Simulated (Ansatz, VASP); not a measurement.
# Cross-check of NiSb (Breithauptite) between VASP and Ansatz

Aim: how closely do two programs agree when they are given the same cell, functional and k mesh? The cell comes out of earlier VASP steps on this material, which relaxed, scaled or displaced it; both programs get it as it stands.

Method: plane waves, with VASP 6.6.1 beside it; relaxation of cell and atoms at PBE, DFT+U, in Ansatz 0.2.0.

### Step 1. Starting point

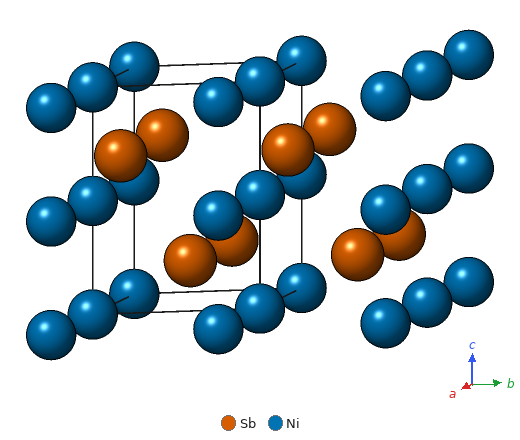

The cell as given, slightly off an axis (antimony orange, nickel blue). 2×2×1 cells are drawn. Some periodic images of atoms are drawn too.

Structure file:

```xyz
4
Lattice="3.8968 0.0000 0.0000 -1.9484 3.3747 0.0000 0.0000 0.0000 5.1212" Properties=species:S:1:pos:R:3 pbc="T T T"
Sb    1.9484    1.1249    3.8409
Sb    0.0000    2.2498    1.2803
Ni    0.0000    0.0000    2.5606
Ni    0.0000    0.0000    0.0000
```

### Step 2. VASP: relaxation of cell and atoms, PBE, DFT+U

The relaxed volume is the usual yardstick between codes: its relative difference is about their pressure difference at one cell divided by the bulk modulus.

Lines of VASP's logs that name or quote its potential files are left out, and so is its time.

The input, INCAR:

```
SYSTEM = NiSb
PREC = Accurate
ENCUT = 400
EDIFF = 1E-06
NELM = 100
ISMEAR = 0
SIGMA = 0.05
LREAL = .FALSE.
ALGO = Normal
GGA = PE
ISPIN = 2
MAGMOM = 0 0 1 1
LDAU = .TRUE.
LDAUTYPE = 2
LDAUL = -1 2
LDAUU = 0 5.3
LDAUJ = 0 0
LDAUPRINT = 1
LASPH = .TRUE.
LMAXMIX = 4
LORBIT = 11
LWAVE = .FALSE.
LCHARG = .FALSE.
KPAR = 2
IBRION = 2
NSW = 60
ISIF = 3
EDIFFG = -0.01
```

The input, POSCAR:

```
NiSb
1.0
    3.8967648975      0.0000000000      0.0000000000
   -1.9483824488      3.3746973939      0.0000000000
    0.0000000000      0.0000000000      5.1211691527
Sb Ni
2 2
Direct
    0.6666666667      0.3333333333      0.7500000000
    0.3333333333      0.6666666667      0.2500000000
    0.0000000000      0.0000000000      0.5000000000
    0.0000000000      0.0000000000      0.0000000000
```

The input, KPOINTS:

```
Automatic mesh
0
Gamma
8 8 5
0 0 0
```

PAW data sets: Sb and Ni (PBE family, release 64).

Started as:

```sh
$ mpirun -np 2 vasp_std
```

Numbers of over 12 decimals in the logs are rounded to 6 here.

Output:

```text
[banner, memory and clock lines left out]
running    2 mpi-ranks, on    1 nodes
 distrk:  each k-point on    1 cores,    2 groups
 distr:  one band on    1 cores,    1 groups

 POSCAR found type information on POSCAR SbNi
 POSCAR found :  2 types and       4 ions
 LDA part: xc-table for (Slater+PW92), standard interpolation
 POSCAR, INCAR and KPOINTS ok, starting setup
 FFT: planning ... GRIDC
 FFT: planning ... GRID_SOFT
 FFT: planning ... GRID
 WAVECAR not read
 entering main loop
       N       E                     dE             d eps       ncg     rms          rms(c)
DAV:   1     0.157277493311E+03    0.15728E+03   -0.10886E+04  2408   0.128E+03
DAV:   2    -0.594086623290E+01   -0.16322E+03   -0.15825E+03  2460   0.282E+02
DAV:   3    -0.139982017428E+02   -0.80573E+01   -0.79167E+01  2760   0.829E+01
DAV:   4    -0.141405415832E+02   -0.14234E+00   -0.14210E+00  2636   0.105E+01
DAV:   5    -0.141444357102E+02   -0.38941E-02   -0.38940E-02  2816   0.178E+00    0.105E+01
DAV:   6    -0.145325543147E+02   -0.38812E+00   -0.41770E+00  2676   0.376E+01    0.637E+00
DAV:   7    -0.141535069401E+02    0.37905E+00   -0.26513E+00  2672   0.345E+01    0.449E+00
DAV:   8    -0.141087911959E+02    0.44716E-01   -0.55786E-01  3084   0.968E+00    0.138E+00
DAV:   9    -0.141183735854E+02   -0.95824E-02   -0.77876E-02  2956   0.469E+00    0.500E-01
DAV:  10    -0.141201857203E+02   -0.18121E-02   -0.95297E-03  3476   0.109E+00    0.220E-01
DAV:  11    -0.141217987561E+02   -0.16130E-02   -0.20737E-03  3384   0.785E-01    0.141E-01
DAV:  12    -0.141220697037E+02   -0.27095E-03   -0.62530E-04  2992   0.314E-01    0.554E-02
DAV:  13    -0.141222100428E+02   -0.14034E-03   -0.21333E-04  3708   0.243E-01    0.363E-02
DAV:  14    -0.141222306114E+02   -0.20569E-04   -0.83599E-05  3140   0.114E-01    0.202E-02
DAV:  15    -0.141222380334E+02   -0.74220E-05   -0.16683E-05  3164   0.620E-02    0.659E-03
DAV:  16    -0.141222393536E+02   -0.13202E-05   -0.35217E-06  1972   0.242E-02    0.334E-03
DAV:  17    -0.141222400226E+02   -0.66905E-06   -0.12065E-06  1380   0.181E-02
   1 F= -.14122240E+02 E0= -.14120489E+02  d E =-.141222E+02  mag=    -0.0023
 curvature:   0.00 expect dE= 0.000E+00 dE for cont linesearch  0.000E+00
 trial: gam= 0.00000 g(F)=  0.264E-47 g(S)=  0.510E-06 ort = 0.000E+00 (trialstep = 0.100E+01)
 search vector abs. value=  0.510E-06
 reached required accuracy - stopping structural energy minimisation
```

Parts of OUTCAR (step 2):

```text
ion  position               nearest neighbor table
   1  0.667  0.333  0.750-   3 2.59   4 2.59   3 2.59   4 2.59   3 2.59   4 2.59   2 3.41   2 3.41
                             2 3.41   2 3.41   2 3.41   2 3.41
   2  0.333  0.667  0.250-   3 2.59   4 2.59   3 2.59   4 2.59   3 2.59   4 2.59   1 3.41   1 3.41
                             1 3.41   1 3.41   1 3.41   1 3.41
   3  0.000  0.000  0.500-   4 2.56   4 2.56   1 2.59   2 2.59   1 2.59   2 2.59   1 2.59   2 2.59

  LATTYP: Found a hexagonal cell.
 ALAT       =     3.8967648975
 C/A-ratio  =     1.3142104508

 Subroutine GETGRP returns: Found 24 space group operations
 (whereof 12 operations were pure point group operations)

The static configuration has the point symmetry D_3d.
 The point group associated with its full space group is D_6h.

 Found     30 irreducible k-points:

   k-points           NKPTS =     30   k-points in BZ     NKDIM =     30   number of bands    NBANDS=     20

   dimension x,y,z NGX =    28 NGY =   28 NGZ =   36
   dimension x,y,z NGXF=    56 NGYF=   56 NGZF=   72

   ENCUT  =  400.0 eV  29.40 Ry    5.42 a.u.   6.35  6.35  8.35*2*pi/ulx,y,z

   NELECT =      30.0000    total number of electrons

 k-points in reciprocal lattice and weights: Automatic mesh
   0.00000000  0.00000000  0.00000000       0.003
   0.12500000  0.00000000  0.00000000       0.019
   0.25000000  0.00000000  0.00000000       0.019
   0.37500000  0.00000000  0.00000000       0.019
   0.50000000  0.00000000  0.00000000       0.009
   0.12500000  0.12500000  0.00000000       0.019
   0.25000000  0.12500000  0.00000000       0.038
   0.37500000  0.12500000  0.00000000       0.038
   0.25000000  0.25000000  0.00000000       0.019
[...]
0.25000000  0.25000000  0.40000000       0.038
   0.37500000  0.25000000  0.40000000       0.038

atom =   3  type =  2  l = 2

 onsite density matrix

spin component  1

  0.8777 -0.0000  0.0000 -0.0502 -0.0000
 -0.0000  0.8676 -0.0000 -0.0000 -0.0502
  0.0000 -0.0000  0.9000 -0.0000  0.0000
 -0.0502 -0.0000 -0.0000  0.8676  0.0000
 -0.0000 -0.0502  0.0000  0.0000  0.8777

spin component  2

  0.8780 -0.0000  0.0000 -0.0499 -0.0000
 -0.0000  0.8680 -0.0000 -0.0000 -0.0499
  0.0000 -0.0000  0.9001 -0.0000  0.0000
 -0.0499 -0.0000 -0.0000  0.8680  0.0000
 -0.0000 -0.0499  0.0000  0.0000  0.8780

 occupancies and eigenvectors

  o =  0.8222  v =  0.6494  0.1868 -0.0000  0.7175  0.1690  0.0000  0.0000  0.0000  0.0000  0.0000      0.0000  0.0000  0.0000  0.0000  0.0000  0.0000  0.0000  0.0000  0.0000  0.0000
  o =  0.8222  v =  0.1690 -0.7175  0.0000  0.1868 -0.6494  0.0000  0.0000  0.0000  0.0000  0.0000      0.0000  0.0000  0.0000  0.0000  0.0000  0.0000  0.0000  0.0000  0.0000  0.0000
  o =  0.8229  v =  0.0000  0.0000  0.0000  0.0000  0.0000  0.6492  0.1868 -0.0000  0.7177  0.1690      0.0000  0.0000  0.0000  0.0000  0.0000  0.0000  0.0000  0.0000  0.0000  0.0000
  o =  0.8229  v =  0.0000  0.0000  0.0000  0.0000  0.0000  0.1690 -0.7177  0.0000  0.1868 -0.6492      0.0000  0.0000  0.0000  0.0000  0.0000  0.0000  0.0000  0.0000  0.0000  0.0000
  o =  0.9000  v =  0.0000 -0.0000 -1.0000 -0.0000  0.0000  0.0000  0.0000  0.0000  0.0000  0.0000      0.0000  0.0000  0.0000  0.0000  0.0000  0.0000  0.0000  0.0000  0.0000  0.0000
  o =  0.9001  v =  0.0000  0.0000  0.0000  0.0000  0.0000  0.0000 -0.0000 -1.0000 -0.0000  0.0000      0.0000  0.0000  0.0000  0.0000  0.0000  0.0000  0.0000  0.0000  0.0000  0.0000
  o =  0.9231  v =  0.7175 -0.1690  0.0000 -0.6494  0.1868  0.0000  0.0000  0.0000  0.0000  0.0000      0.0000  0.0000  0.0000  0.0000  0.0000  0.0000  0.0000  0.0000  0.0000  0.0000
  o =  0.9231  v = -0.1868 -0.6494  0.0000  0.1690  0.7175  0.0000  0.0000  0.0000  0.0000  0.0000      0.0000  0.0000  0.0000  0.0000  0.0000  0.0000  0.0000  0.0000  0.0000  0.0000
  o =  0.9231  v =  0.0000  0.0000  0.0000  0.0000  0.0000  0.7177 -0.1690  0.0000 -0.6492  0.1868      0.0000  0.0000  0.0000  0.0000  0.0000  0.0000  0.0000  0.0000  0.0000  0.0000
[...]
0.0502 -0.0000  0.0000  0.8676 -0.0000
 -0.0000  0.0502  0.0000 -0.0000  0.8777

spin component  2

  0.8780  0.0000  0.0000  0.0499 -0.0000
  0.0000  0.8680  0.0000 -0.0000  0.0499
  0.0000  0.0000  0.9001  0.0000  0.0000
  0.0499 -0.0000  0.0000  0.8680 -0.0000
 -0.0000  0.0499  0.0000 -0.0000  0.8780

 occupancies and eigenvectors

  o =  0.8222  v =  0.6494 -0.1868 -0.0000 -0.7175  0.1690  0.0000  0.0000  0.0000  0.0000  0.0000      0.0000  0.0000  0.0000  0.0000  0.0000  0.0000  0.0000  0.0000  0.0000  0.0000
  o =  0.8222  v =  0.1690  0.7175  0.0000 -0.1868 -0.6494  0.0000  0.0000  0.0000  0.0000  0.0000      0.0000  0.0000  0.0000  0.0000  0.0000  0.0000  0.0000  0.0000  0.0000  0.0000
  o =  0.8229  v =  0.0000  0.0000  0.0000  0.0000  0.0000  0.6492 -0.1868 -0.0000 -0.7177  0.1690      0.0000  0.0000  0.0000  0.0000  0.0000  0.0000  0.0000  0.0000  0.0000  0.0000
  o =  0.8229  v =  0.0000  0.0000  0.0000  0.0000  0.0000  0.1690  0.7177  0.0000 -0.1868 -0.6492      0.0000  0.0000  0.0000  0.0000  0.0000  0.0000  0.0000  0.0000  0.0000  0.0000
  o =  0.9000  v =  0.0000  0.0000 -1.0000  0.0000  0.0000  0.0000  0.0000  0.0000  0.0000  0.0000      0.0000  0.0000  0.0000  0.0000  0.0000  0.0000  0.0000  0.0000  0.0000  0.0000
  o =  0.9001  v =  0.0000  0.0000  0.0000  0.0000  0.0000  0.0000  0.0000 -1.0000  0.0000  0.0000      0.0000  0.0000  0.0000  0.0000  0.0000  0.0000  0.0000  0.0000  0.0000  0.0000
  o =  0.9231  v =  0.7175  0.1690  0.0000  0.6494  0.1868  0.0000  0.0000  0.0000  0.0000  0.0000      0.0000  0.0000  0.0000  0.0000  0.0000  0.0000  0.0000  0.0000  0.0000  0.0000
  o =  0.9231  v = -0.1868  0.6494  0.0000 -0.1690  0.7175  0.0000  0.0000  0.0000  0.0000  0.0000      0.0000  0.0000  0.0000  0.0000  0.0000  0.0000  0.0000  0.0000  0.0000  0.0000
  o =  0.9231  v =  0.0000  0.0000  0.0000  0.0000  0.0000  0.7177  0.1690  0.0000  0.6492  0.1868      0.0000  0.0000  0.0000  0.0000  0.0000  0.0000  0.0000  0.0000  0.0000  0.0000
  o =  0.9231  v =  0.0000  0.0000  0.0000  0.0000  0.0000 -0.1868  0.6492  0.0000 -0.1690  0.7177      0.0000  0.0000  0.0000  0.0000  0.0000  0.0000  0.0000  0.0000  0.0000  0.0000

 average (electrostatic) potential at core
       1 -83.0566       2 -83.0566       3 -80.0856       4 -80.0856

 E-fermi :   9.9497

 spin component 1
 k-point     1 :       0.0000    0.0000    0.0000
  band No.  band energies     occupation
    ...
      9       7.2063      1.00000
     10       7.2063      1.00000
     11       8.0831      1.00000
     12       8.0831      1.00000
     13       9.3859      1.00000
     14      10.9641      0.00000
     15      10.9641      0.00000
     16      12.4975      0.00000
     17      12.4975      0.00000
     18      13.4630      0.00000
    ...

 k-point     2 :       0.1250    0.0000    0.0000
  band No.  band energies     occupation
    ...
     10       7.2421      1.00000
     11       8.0510      1.00000
     12       8.0837      1.00000
     13       9.3274      1.00000
     14       9.5255      1.00000
     15      10.1825      0.00000
     16      11.8564      0.00000
     17      13.1550      0.00000
     18      13.8606      0.00000
     19      14.8125      0.00000
    ...

 k-point     3 :       0.2500    0.0000    0.0000
  band No.  band energies     occupation
    ...
     11       7.9473      1.00000
     12       7.9892      1.00000
     13       8.0856      1.00000
     14       9.0473      1.00000
     15       9.1092      1.00000
     16      10.9326      0.00000
     17      12.6544      0.00000
     18      13.7838      0.00000
     19      14.2914      0.00000
     20      16.4778      0.00000

 k-point     4 :       0.3750    0.0000    0.0000
  band No.  band energies     occupation
    ...
     11       7.4231      1.00000
     12       7.9377      1.00000
     13       8.0509      1.00000
     14       8.0879      1.00000
     15       8.5409      1.00000
     16       9.9782      0.21036
     17      11.4291      0.00000
     18      13.6458      0.00000
     19      14.0027      0.00000
     20      15.9382      0.00000

 k-point     5 :       0.5000    0.0000    0.0000
  band No.  band energies     occupation
    ...
     12       7.4624      1.00000
     13       7.7700      1.00000
     14       7.9921      1.00000
     15       8.0892      1.00000
     16       9.5117      1.00000
     17      11.0035      0.00000
     18      13.4547      0.00000
     19      14.0459      0.00000
     20      15.7102      0.00000

 k-point     6 :       0.1250    0.1250    0.0000
  band No.  band energies     occupation
    ...
     11       8.0064      1.00000
     12       8.0837      1.00000
     13       8.2881      1.00000
     14       9.0514      1.00000
     15       9.2041      1.00000
     16      12.1961      0.00000
     17      12.5496      0.00000
     18      13.0945      0.00000
     19      15.4816      0.00000
     20      15.6010      0.00000

  Total       -0.0033785     -0.0033785      0.0044090      0.0000000      0.0000000      0.0000000
  in kB       -0.0803771     -0.0803771      0.1048925      0.0000000      0.0000000      0.0000000
  external PRESSURE =      -0.0186206 kB  Pullay stress =       0.0000000 kB

  energy-cutoff  :      400.00
  volume of cell :       67.35
      direct lattice vectors                 reciprocal lattice vectors
     3.896764898  0.000000000  0.000000000     0.256623129  0.148161432  0.000000000
    -1.948382449  3.374697394  0.000000000     0.000000000  0.296322865  0.000000000
     0.000000000  0.000000000  5.121169153     0.000000000  0.000000000  0.195267911

 POSITION                                       TOTAL-FORCE (eV/Angst)
 -----------------------------------------------------------------------------------
      1.94838      1.12490      3.84088         0.000000     -0.000000      0.000000
     -0.00000      2.24980      1.28029        -0.000000     -0.000000      0.000000
      0.00000      0.00000      2.56058         0.000000      0.000000      0.000000
      0.00000      0.00000      0.00000         0.000000      0.000000      0.000000
 -----------------------------------------------------------------------------------
    total drift:                                0.000000     -0.000000      0.000000

  FREE ENERGIE OF THE ION-ELECTRON SYSTEM (eV)
  ---------------------------------------------------
  free  energy   TOTEN  =       -14.1222400226 eV

  energy  without entropy=      -14.1187376331  energy(sigma->0) =      -14.12048883

 reached required accuracy - stopping structural energy minimisation

 total charge
# of ion       s       p       d       tot
------------------------------------------
    1        1.133   1.212   0.071   2.416
    2        1.133   1.212   0.071   2.416
    3        0.426   0.461   8.747   9.635
    4        0.426   0.461   8.747   9.635
--------------------------------------------------
tot          3.119   3.346  17.637  24.102

 magnetization (x)
# of ion       s       p       d       tot
------------------------------------------
    1       -0.000   0.000   0.000  -0.000
    2       -0.000   0.000   0.000  -0.000
    3       -0.000  -0.000  -0.001  -0.001
    4       -0.000  -0.000  -0.001  -0.001
--------------------------------------------------
tot         -0.000  -0.000  -0.003  -0.003

[... 6 further parts left out ...]
```

CONTCAR:

```
NiSb
   1.00000000000000
     3.8967648975000002    0.0000000000000000    0.0000000000000000
    -1.9483824488000001    3.3746973939000000    0.0000000000000000
     0.0000000000000000    0.0000000000000000    5.1211691527000003
  Sb              Ni
     2     2
Direct
     0.6666666667000030    0.3333333332999970    0.7500000000000000
     0.3333333332999970    0.6666666667000030    0.2500000000000000
     0.0000000000000000    0.0000000000000000    0.5000000000000000
     0.0000000000000000    0.0000000000000000    0.0000000000000000
```

(Part 1 of 2 ends here.)

[Lines on the potential files, build, host, timing and source positions are cut from VASP's logs without a mark.]

[Logs are printed without paths, hosts, clocks, repeated set-up lines and the standing remarks that a program may print on its own settings, such as how far it seeks lower states.]

[Hosts, paths, dates, database ids (printed as entryN), source tags and the programs' standing remarks are cut or masked in the printed files.]
